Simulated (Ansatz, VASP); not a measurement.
# CuI in two plane-wave programs, part 2 of 2

Wanted: the spread between two codes on one cell, functional and k mesh. The cell is taken from a series of VASP runs on this material, whose earlier steps may have relaxed, scaled or displaced it; both programs get it as it stands. Valence electrons are named where the data sets of a main pair hold unlike numbers.

VASP 6.6.1 and Ansatz 0.2.0.

So far. Step 3 (VASP: band structure, LDA): The run ends at a pressure of -3.80 GPa.

## (5) VASP: band structure, PBE

Level of this step: PBE; plane waves and PAW (I, Cu) (VASP).

The same path points are solved in both programs, so levels can be compared one by one.

INCAR

```
SYSTEM = CuI
PREC = Accurate
ENCUT = 350
EDIFF = 1E-06
NELM = 100
ISMEAR = 0
SIGMA = 0.03
LREAL = .FALSE.
ALGO = Normal
GGA = PE
NBANDS = 21
LASPH = .TRUE.
LORBIT = 11
LWAVE = .FALSE.
LCHARG = .FALSE.
KPAR = 4
```

POSCAR

```
CuI
1.0
    0.0000000000      3.0160000000      3.0160000000
    3.0160000000      0.0000000000      3.0160000000
    3.0160000000      3.0160000000      0.0000000000
I Cu
1 1
Direct
    0.0000000000      0.0000000000      0.0000000000
    0.7500000000      0.7500000000      0.7500000000
```

KPOINTS

```
Automatic mesh
0
Gamma
6 6 6
0 0 0
```

KPOINTS_OPT

```
Line mode
10
Line-mode
Reciprocal
  0.00000000   0.00000000   0.00000000 GAMMA
  0.50000000   0.00000000   0.50000000 X

  0.50000000   0.00000000   0.50000000 X
  0.50000000   0.25000000   0.75000000 W

  0.50000000   0.25000000   0.75000000 W
  0.37500000   0.37500000   0.75000000 K

  0.37500000   0.37500000   0.75000000 K
  0.00000000   0.00000000   0.00000000 GAMMA

  0.00000000   0.00000000   0.00000000 GAMMA
  0.50000000   0.50000000   0.50000000 L

  0.50000000   0.50000000   0.50000000 L
  0.62500000   0.25000000   0.62500000 U

  0.62500000   0.25000000   0.62500000 U
  0.50000000   0.25000000   0.75000000 W

  0.50000000   0.25000000   0.75000000 W
  0.50000000   0.50000000   0.50000000 L

  0.50000000   0.50000000   0.50000000 L
  0.37500000   0.37500000   0.75000000 K

  0.62500000   0.25000000   0.62500000 U
  0.50000000   0.00000000   0.50000000 X
```

PAW data sets: I and Cu (PBE family, release 64).

Run with:

```
$ mpirun -np 4 vasp_std
```

Numbers of over 12 decimals in the logs are rounded to 6 here.

Log:

```text
[banner, memory and clock lines left out]
running    4 mpi-ranks, on    1 nodes
[...]
LDA part: xc-table for (Slater+PW92), standard interpolation
 POSCAR, INCAR and KPOINTS ok, starting setup
[...]
entering main loop
       N       E                     dE             d eps       ncg     rms          rms(c)
DAV:   1     0.881763759319E+02    0.88176E+02   -0.53499E+03   672   0.643E+02
DAV:   2     0.941535177053E+00   -0.87235E+02   -0.76990E+02   722   0.171E+02
DAV:   3    -0.560974837024E+01   -0.65513E+01   -0.64508E+01   819   0.514E+01
DAV:   4    -0.577566319195E+01   -0.16591E+00   -0.16572E+00   816   0.725E+00
[...]
DAV:  10    -0.555963985072E+01   -0.16951E-03   -0.38859E-04   752   0.964E-02    0.278E-02
DAV:  11    -0.555964445971E+01   -0.46090E-05   -0.78672E-05   913   0.203E-01    0.195E-02
DAV:  12    -0.555964518246E+01   -0.72275E-06   -0.83423E-06  1003   0.347E-02
   1 F= -.55596452E+01 E0= -.55596452E+01  d E =-.117701E-16
 Start KPOINTS_OPT (optional k-point list driver)
k-point batch [1-16\100]
       N       E                     dE             ncg
DAV:   1     0.179455534941E+04   -0.37033E+04      677
DAV:   2     0.361674214612E+03   -0.14329E+04      712
DAV:   3     0.252512623640E+03   -0.10916E+03      831
DAV:   4     0.249710467148E+03   -0.28022E+01      831
DAV:   5     0.249574652169E+03   -0.13581E+00      966
DAV:   6     0.249571578097E+03   -0.30741E-02      877
DAV:   7     0.249571550453E+03   -0.27644E-04      985
DAV:   8     0.249571550192E+03   -0.26125E-06      665
[...]
k-point batch [97-100\100]
       N       E                     dE             ncg
DAV:   1     0.643693373354E+04   -0.17271E+04      168
DAV:   2     0.607181863252E+04   -0.36512E+03      178
DAV:   3     0.604800535997E+04   -0.23813E+02      227
DAV:   4     0.604743998338E+04   -0.56538E+00      193
DAV:   5     0.604741293077E+04   -0.27053E-01      230
DAV:   6     0.604741179916E+04   -0.11316E-02      225
DAV:   7     0.604741179160E+04   -0.75532E-05      241
DAV:   8     0.604741179155E+04   -0.49911E-07      161
```

From OUTCAR (step 5):

```text
  Total        0.4236753      0.4236753      0.4236753      0.0000000      0.0000000     -0.0000000
  in kB       12.3714248     12.3714248     12.3714248      0.0000000      0.0000000     -0.0000000
  external PRESSURE =      12.3714248 kB  Pullay stress =       0.0000000 kB

 POSITION                                       TOTAL-FORCE (eV/Angst)
 -----------------------------------------------------------------------------------
      0.00000      0.00000      0.00000         0.000000      0.000000      0.000000
      4.52400      4.52400      4.52400        -0.000000     -0.000000     -0.000000
 -----------------------------------------------------------------------------------
    total drift:                               -0.000004     -0.000004     -0.000004

  FREE ENERGIE OF THE ION-ELECTRON SYSTEM (eV)
  ---------------------------------------------------
  free  energy   TOTEN  =        -5.5596451825 eV

  energy  without entropy=       -5.5596451825  energy(sigma->0) =       -5.55964518

[... 2 parts as in an earlier step ...]

[... 1 further part left out ...]
[key lines of the parts left out:]
E-fermi :   4.7664
```

The run ends at a pressure of 1.24 GPa.

## (6) Ansatz: band structure, PBE

The same cell, functional, mesh and smearing now go to Ansatz, which takes its cutoff from its data sets.

The cell is taken from a series of VASP runs on this material, whose earlier steps may have relaxed, scaled or displaced it; both programs get it as it stands.

input.yaml

```yaml
crystal:
  lattice:
    - [0.0, 3.016, 3.016]
    - [3.016, 0.0, 3.016]
    - [3.016, 3.016, 0.0]
  atoms:
    - { symbol: I, position: [0.0, 0.0, 0.0] }
    - { symbol: Cu, position: [0.75, 0.75, 0.75] }
hamiltonian:
  xc: pbe
  pseudopotentials: { kind: paw }
kpoints:
  mp_grid: { grid: [6, 6, 6] }
  band_path:
    path:
      - [0.0, 0.0, 0.0]
      - [0.16667, 0.0, 0.16667]
      - [0.33333, 0.0, 0.33333]
      - [0.5, 0.0, 0.5]
      - [0.5, 0.08333, 0.58333]
      - [0.5, 0.19444, 0.69444]
      - [0.5, 0.25, 0.75]
      - [0.45833, 0.29167, 0.75]
      - [0.40278, 0.34722, 0.75]
      - [0.375, 0.375, 0.75]
      - [0.20833, 0.20833, 0.41667]
      - [0.08333, 0.08333, 0.16667]
      - [0.0, 0.0, 0.0]
      - [0.22222, 0.22222, 0.22222]
      - [0.38889, 0.38889, 0.38889]
      - [0.51389, 0.47222, 0.51389]
      - [0.55556, 0.38889, 0.55556]
      - [0.61111, 0.27778, 0.61111]
      - [0.61111, 0.25, 0.63889]
      - [0.56944, 0.25, 0.68056]
      - [0.51389, 0.25, 0.73611]
      - [0.5, 0.27778, 0.72222]
      - [0.5, 0.38889, 0.61111]
      - [0.5, 0.47222, 0.52778]
      - [0.48611, 0.48611, 0.52778]
      - [0.43056, 0.43056, 0.63889]
      - [0.38889, 0.38889, 0.72222]
      - [0.59722, 0.19444, 0.59722]
      - [0.55556, 0.11111, 0.55556]
      - [0.5, 0.0, 0.5]
    npoints: 1
scf:
  occupations: { method: gaussian, width: 0.03 }
  n_extra_bands: 7
output:
  forces: true
  stress: true
  eigenvalues: true
  write_density: true
  write_potential: true
  elf: true
  volumetric_format: npy
```

Run with:

```
$ ansatz run input.yaml --threads 2 --pin off --max-ram 4608MiB --backend cpu --events-out ev --progress --plain --runs-dir out
```

Log:

```text
[...]
Crystal: 2 atoms, lattice volume = 54.869 Å³
Basis set: ecut = 420 eV, 1067 PW (Γ), exchange–correlation on 60×60×60 points (8 copies of the dense FFT grid, shifted against one another)
Bands: 25, of which v1, the nominal top of the filled ones, is band 18 counted from 1 (17 counted from 0)
Symmetry: 24 space group operations
[...]
k-points: 16 of 216 (time reversal used)
[...]
k-point 0: bands = [... 14 lower, 6.4693, 8.3822, 8.3822, 8.3822, 9.5437, 13.2411, 13.2411, 13.2411, ... 3 higher]
  k-point 1: bands = [... 14 lower, 6.4601, 7.4884, 8.1815, 8.1815, 10.4729, 13.2599, 13.5961, 13.5961, ... 3 higher]
  k-point 2: bands = [... 14 lower, 6.4713, 6.7746, 7.8229, 7.8229, 10.6301, 13.8582, 13.8582, 14.8485, ... 3 higher]
  k-point 15: bands = [... 14 lower, 6.4224, 6.5544, 6.7511, 7.0383, 12.2255, 12.3091, 15.5067, 15.5717, ... 3 higher]
[key lines of the parts left out:]
SCF converged after 6 iterations
Free energy (F): -14138.360127 eV
Fermi energy:    8.963361 eV
P = ⅓ Tr σ = 0.9844 GPa (9.844 kbar)
```

Wall time 1.7 s (2 threads of Intel Xeon Platinum 8488C (Sapphire Rapids), shared host); peak memory 0.37 GiB; 2.8 s of CPU time.

## (7) Comparison

What differs besides the data sets and the points named for the pairs above, as far as they apply: the data sets hold 36 valence electrons in Ansatz (on its default PAW (the set named soft_2) files) and 18 in VASP. Total energies have different zeros and are not compared.

The two programs side by side:

```
                     quantity  Ansatz   VASP  difference
               pressure (GPa)    0.98   1.24       -0.25
gap over the path points (eV)   1.161  1.179      -0.017
```

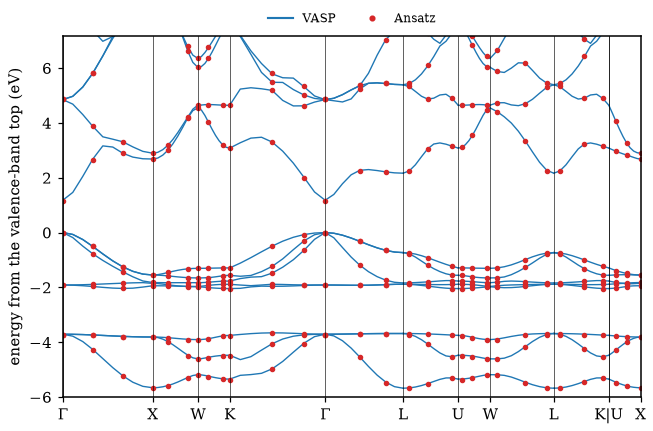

Bands from VASP (lines) and levels from Ansatz (dots). Dots without a line are higher empty bands that the VASP plot leaves out.

Levels at points of the path, from each program's valence-band top (eV; 4 filled, then empty):

```
k (reciprocal lattice)                                  Ansatz                                    VASP
     0.000 0.000 0.000     -1.91 0.00 0.00 0.00 1.16 4.86 4.86     -1.91 0.00 0.00 0.00 1.18 4.85 4.85
     0.167 0.000 0.167  -1.89 -0.78 -0.51 -0.51 2.67 3.87 5.83  -1.89 -0.78 -0.51 -0.51 2.68 3.87 5.82
     0.333 0.000 0.333  -1.84 -1.43 -1.25 -1.25 2.89 3.31 7.63  -1.85 -1.43 -1.25 -1.25 2.89 3.31 7.62
     0.500 0.000 0.500  -1.85 -1.82 -1.55 -1.55 2.68 2.89 9.27  -1.85 -1.82 -1.55 -1.55 2.68 2.89 9.29
     0.500 0.083 0.583  -1.91 -1.83 -1.58 -1.46 3.00 3.18 8.48  -1.91 -1.83 -1.58 -1.46 3.00 3.18 8.46
     0.500 0.194 0.694  -1.96 -1.83 -1.64 -1.32 4.19 4.21 6.62  -1.96 -1.83 -1.65 -1.32 4.19 4.21 6.62
     0.500 0.250 0.750  -1.97 -1.83 -1.65 -1.30 4.54 4.65 6.03  -1.97 -1.83 -1.66 -1.31 4.55 4.65 6.03
     0.458 0.292 0.750  -1.93 -1.81 -1.64 -1.30 4.02 4.67 6.36  -1.93 -1.81 -1.64 -1.30 4.03 4.67 6.35
     0.403 0.347 0.750  -1.89 -1.77 -1.58 -1.29 3.20 4.65 7.35  -1.89 -1.78 -1.58 -1.29 3.20 4.65 7.33
     0.375 0.375 0.750  -1.89 -1.77 -1.56 -1.29 3.08 4.64 7.58  -1.89 -1.77 -1.56 -1.29 3.08 4.64 7.56
```

Among the levels compared at these points, filled levels agree within 3 meV and empty ones within 24 meV.

## (8) Other set-ups

Further runs change the set-up of one program: Ansatz's method, potentials or start, or VASP's data sets, cutoff or form of LDA. The table gives Ansatz less VASP for each quantity, since a change that brings one quantity closer may part another.

```
                              run  pressure (GPa)  gap over the path points (eV)
                         as above           -0.25                         -0.017
Ansatz's all-electron LAPW method           -0.24                         -0.018
```

## (9) VASP: dielectric response, LDA

The response to a field tests empty states and converges slowly with the mesh.

INCAR

```
SYSTEM = CuI
PREC = Accurate
ENCUT = 350
EDIFF = 1E-08
NELM = 100
ISMEAR = 0
SIGMA = 0.01
LREAL = .FALSE.
ALGO = Normal
GGA = CA
NBANDS = 15
LASPH = .TRUE.
LORBIT = 11
LWAVE = .FALSE.
LCHARG = .FALSE.
KPAR = 4
LEPSILON = .TRUE.
LPEAD = .TRUE.
```

POSCAR is that of step 5.

KPOINTS

```
Automatic mesh
0
Gamma
12 12 12
0 0 0
```

Potentials, in the order of the species: I and Cu (LDA family, release 64).

Run with:

```
$ mpirun -np 4 vasp_std
```

Log:

```text
[... set-up lines as in an earlier step ...]
 entering main loop
       N       E                     dE             d eps       ncg     rms          rms(c)
DAV:   1     0.819161755459E+02    0.81916E+02   -0.58898E+03  2160   0.949E+02
DAV:   2    -0.250278154791E+01   -0.84419E+02   -0.76983E+02  2272   0.207E+02
DAV:   3    -0.708023347039E+01   -0.45775E+01   -0.45069E+01  2918   0.533E+01
DAV:   4    -0.720803573335E+01   -0.12780E+00   -0.12776E+00  2535   0.878E+00
[...]
DAV:  15    -0.694493229104E+01    0.71941E-07   -0.55993E-07  3443   0.123E-02    0.470E-03
DAV:  16    -0.694493226470E+01    0.26341E-07   -0.90745E-08  2926   0.952E-03    0.236E-04
DAV:  17    -0.694493226520E+01   -0.50272E-09   -0.85143E-09  1451   0.705E-04
   1 F= -.69449323E+01 E0= -.69449323E+01  d E =-.262461E-19
 Linear response reoptimize wavefunctions to high precision
DAV:   1    -0.694493226507E+01    0.12710E-09   -0.31244E-09  2291   0.147E-03
DAV:   2    -0.694493226505E+01    0.27967E-10   -0.23237E-10  1360   0.117E-04
 Linear response to external field (no local field effect), progress :
[...]
RMM:  14    -0.884961657535E+00   -0.11115E-05    0.12267E-08 12207   0.980E-05    0.197E-05
RMM:  15    -0.884962034612E+00   -0.37708E-06    0.15134E-08  8719   0.542E-05    0.820E-06
 change of polarisation eV/A/(eV/A) component  2 :     0.259     1.688     0.142
 dielectric tensor                  component  2 :     0.853     6.567     0.467
 Linear response to external field, progress :
  Direction:   3
       N       E                     dE             d eps       ncg     rms          rms(c)
RMM:   1    -0.410916662961E+00   -0.41092E+00    0.60634E-01  5078   0.183E+01
RMM:   2    -0.878992955393E+00   -0.46808E+00    0.13222E-01  6883   0.261E+00    0.136E+00
RMM:   3    -0.863600178070E+00    0.15393E-01   -0.25255E-02 13104   0.156E+00    0.802E-01
RMM:   4    -0.877589803239E+00   -0.13990E-01   -0.47603E-02 15683   0.125E+00    0.169E-01
[...]
RMM:  12    -0.884961502733E+00   -0.60939E-05   -0.20952E-07 15298   0.596E-04    0.197E-04
RMM:  13    -0.884962245172E+00   -0.74244E-06    0.80462E-08 14832   0.222E-04    0.651E-05
RMM:  14    -0.884963671111E+00   -0.14259E-05    0.25030E-08 12031   0.962E-05    0.939E-06
 change of polarisation eV/A/(eV/A) component  3 :     0.212     0.270     1.688
 dielectric tensor                  component  3 :     0.698     0.889     6.567
 Born effective charges drift removed
```

Parts of OUTCAR (step 9):

```text
  Total       -1.3217007     -1.3217007     -1.3217007      0.0000000      0.0000000      0.0000000
  in kB      -38.5939912    -38.5939912    -38.5939912      0.0000000      0.0000000      0.0000000
  external PRESSURE =     -38.5939912 kB  Pullay stress =       0.0000000 kB

 POSITION                                       TOTAL-FORCE (eV/Angst)
 -----------------------------------------------------------------------------------
      0.00000      0.00000      0.00000        -0.000000     -0.000000     -0.000000
      4.52400      4.52400      4.52400         0.000000      0.000000      0.000000
 -----------------------------------------------------------------------------------
    total drift:                               -0.000001     -0.000001     -0.000001

 MACROSCOPIC STATIC DIELECTRIC TENSOR (including local field effects in DFT)
 ------------------------------------------------------
           6.566835     0.000000     0.000000
          -0.000000     6.566835     0.000000
          -0.000000    -0.000000     6.566835
 ------------------------------------------------------

[... 1 part as in an earlier step ...]

[... 1 further part left out ...]
```

The gap is read on the k-mesh alone, so it is an upper bound where the band edges lie off the mesh. Energies printed during the response cycles are not total energies of the cell. The dielectric response converges more slowly with the mesh than energies do, so tensor and charges may still move on a finer one.

## (10) Ansatz: dielectric response, LDA

The same cell, functional (in two slightly different forms) and mesh now go to Ansatz, which takes its cutoff from its data sets.

The cell is taken from a series of VASP runs on this material, whose earlier steps may have relaxed, scaled or displaced it; both programs get it as it stands.

input.yaml

```yaml
crystal:
  lattice:
    - [0.0, 3.016, 3.016]
    - [3.016, 0.0, 3.016]
    - [3.016, 3.016, 0.0]
  atoms:
    - { symbol: I, position: [0.0, 0.0, 0.0] }
    - { symbol: Cu, position: [0.75, 0.75, 0.75] }
hamiltonian:
  xc: lda
  pseudopotentials: { kind: paw }
kpoints:
  mp_grid: { grid: [12, 12, 12] }
scf:
  occupations: { method: fixed }
dielectric:
  method: response
```

Run with:

```
$ ansatz run input.yaml --threads 2 --pin off --max-ram 4608MiB --backend cpu --events-out ev --progress --plain --runs-dir out
```

Log:

```text
[...]
Crystal: 2 atoms, lattice volume = 54.869 Å³
Basis set: ecut = 420 eV, 1067 PW (Γ), exchange–correlation on 60×60×60 points (8 copies of the dense FFT grid, shifted against one another)
Bands: 22, of which v1, the nominal top of the filled ones, is band 18 counted from 1 (17 counted from 0)
Symmetry: 24 space group operations
k-points: 280 of 1728 (irreducible under 4 space group operations, time reversal used)
[...]
site 0:
        -1.10350    0.00000    0.00000
        -0.00000   -1.10350   -0.00000
         0.00000   -0.00000   -1.10350
    site 1:
         1.10350   -0.00000   -0.00000
         0.00000    1.10350    0.00000
        -0.00000    0.00000    1.10350
  Z* charge neutrality: 1.712e-4 e pre-enforcement
  solved inside a basis spanned on kpoints, on 12×12×12 k-points, its susceptibility summed on 16×16×16: ε∞ is read to err by 1.8e-2, Z* by 2.0e-2 e (field_mesh: kpoints solves on kpoints); Z* is corrected for what the basis lacks
[key lines of the parts left out:]
SCF converged after 8 iterations
Free energy (F): -13911.739704 eV
Fermi energy:    7.997959 eV
```

Wall time 70 s (2 threads); peak memory 1.4 GiB; 2.3 min of CPU time.

## (11) Side by side

What differs besides the data sets and the points named for the pairs above, as far as they apply: VASP's response is taken on the typed mesh, Ansatz refines its own for the field response alone; the data sets hold 36 valence electrons in Ansatz (on its default PAW (the set named soft_2) files) and 18 in VASP. Total energies have different zeros and are not compared.

Compared:

```
                                     quantity  Ansatz   VASP  difference
                                        ε∞ xx    6.70   6.57     +2.00 %
                                        ε∞ yy    6.70   6.57     +2.00 %
                                        ε∞ zz    6.70   6.57     +2.00 %
 Born charge of I1 (mean of the diagonal) (e)   -1.10  -1.10       -0.01
Born charge of Cu2 (mean of the diagonal) (e)    1.10   1.10       +0.01
```

## (12) What came out

- largest difference of a filled level at the path points (band structure, LDA): 11 meV
- difference in gap over the path points (band structure, LDA): -0.055 eV
- largest difference of a filled level at the path points (band structure, PBE): 3.4 meV
- difference in ε∞ xx (dielectric response, LDA): 2.0 %

**Reading.** The difference in gap over the path points is -0.055 eV (band structure, LDA), within the 0.08 eV picked in this series as the mark of a large difference. The data sets hold unlike numbers of valence electrons (36 in Ansatz and 18 in VASP), so part of the differences comes from the potentials. For band structure, PBE, no further run moves any of the tabulated differences by more than a quarter of its size. 3 further runs of this series are not shown here. How closely two codes agree says nothing of how well the functional describes the real material.

[Lines on the potential files, build, host, timing and source positions are cut from VASP's logs without a mark.]

[Logs are printed without paths, hosts, clocks, repeated set-up lines and the standing remarks that a program may print on its own settings, such as how far it seeks lower states.]

[Hosts, paths, dates, database ids (printed as entryN), source tags and the programs' standing remarks are cut or masked in the printed files.]
